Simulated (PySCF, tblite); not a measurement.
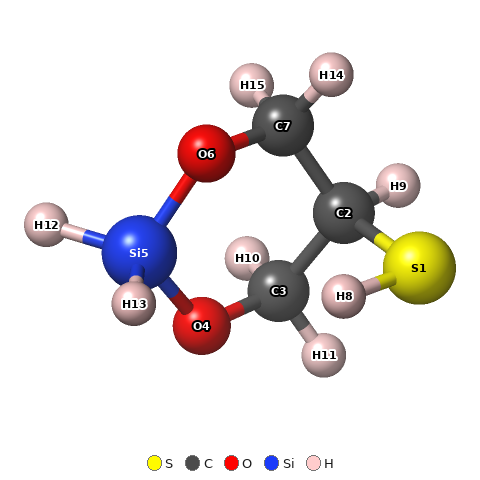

The molecule: C₃H₈O₂SSi, SMILES SC1CO[SiH2]OC1.

GIAO shifts, PBE0/pcSseg-1 in PySCF 2.14.0, at a GFN2-xTB geometry (a minimum by its frequencies), against H₂O for ¹⁷O and CS₂ for ³³S computed at the same level (¹⁷O: a single water molecule, while the usual scale starts at liquid water and gives values some tens of ppm lower). Gas phase, fully decoupled, line heights follow the number of nuclei, widths are arbitrary (no quadrupolar broadening); values of one conformer, averaged over methyl-type rotors and exact or near symmetry; other conformers aren't averaged in.

### Predict the ¹⁷O spectrum.

1 signal.


| δ (ppm) | nuclei | atoms |
| --- | --- | --- |
| 21.6 | 2 | O4, O6 |

### How many ³³S lines appear, and where?

1 signal.


```csv
δ (ppm),nuclei,atoms
−79.6,1,S1
```

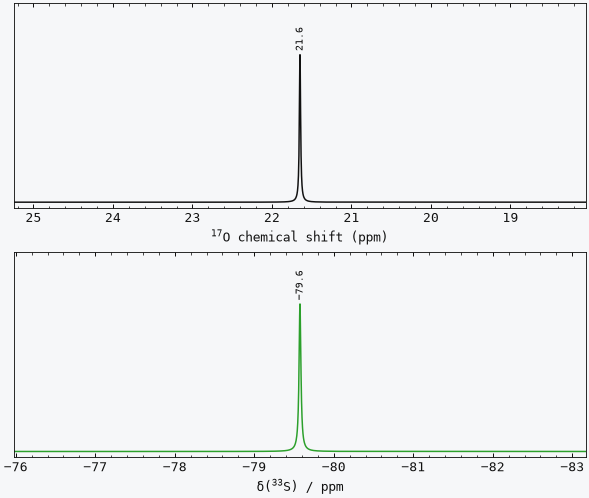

Known limits of this run: the tight-binding geometry is rougher than a DFT one and adds to the error.
